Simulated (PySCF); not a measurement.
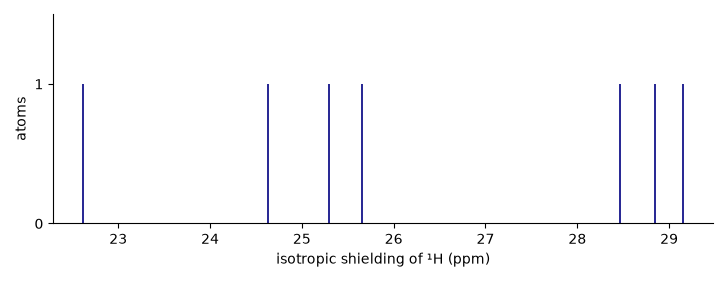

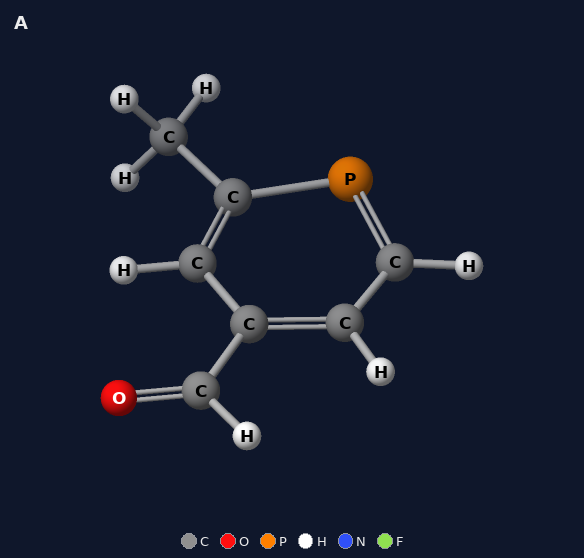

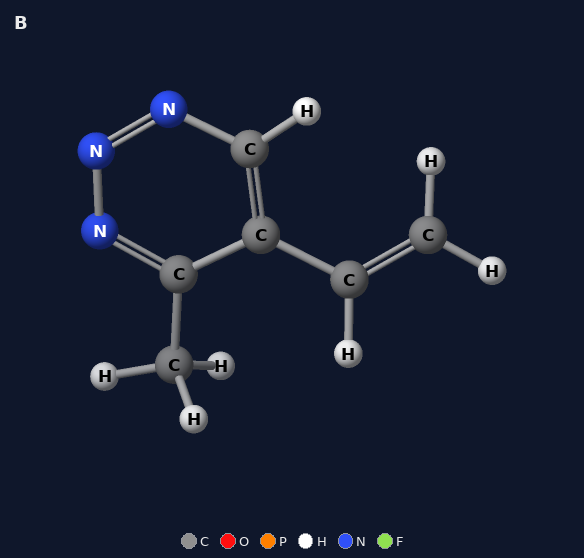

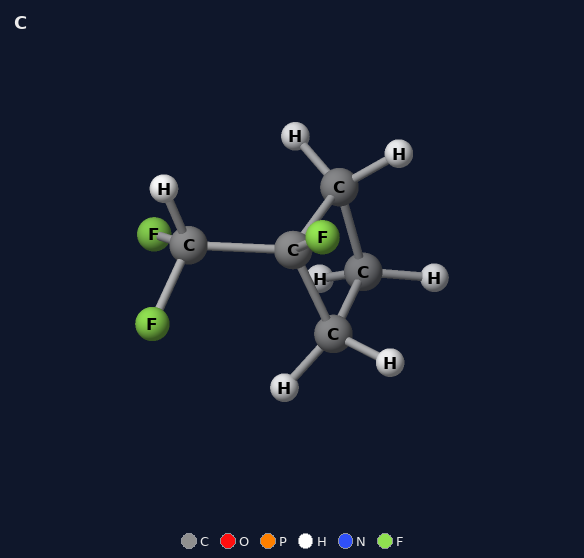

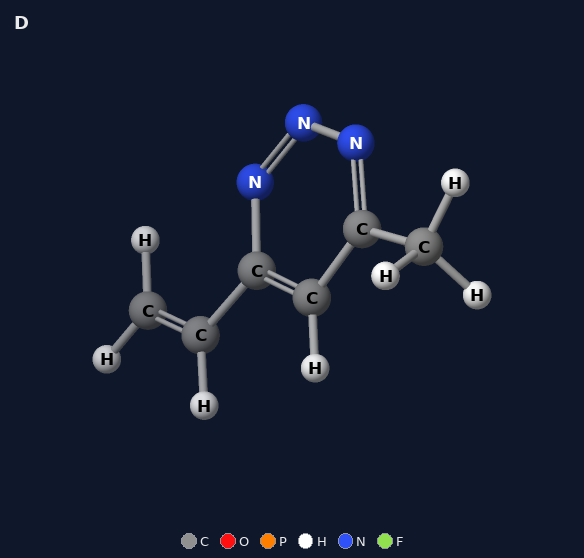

The sticks are computed shieldings of one of the molecules, for one fixed geometry (GFN2-xTB) without averaging over rotations. Low shielding means a high chemical shift. Method: GIAO PBE0/pcSseg-1 NMR shielding, non-relativistic, gas phase (PySCF 2.14.0).

Which molecule gives this pattern?

Answer. B, `C=Cc1cnnnc1C`. Its 7 H atoms give lines at 22.62, 24.64, 25.29, 25.66, 28.47, 28.85, 29.15 ppm.

The geometry is semi-empirical. Around P such bond lengths and angles can be off by a tenth of an ångström or more and by several degrees, and values that hang on the shape move with them.
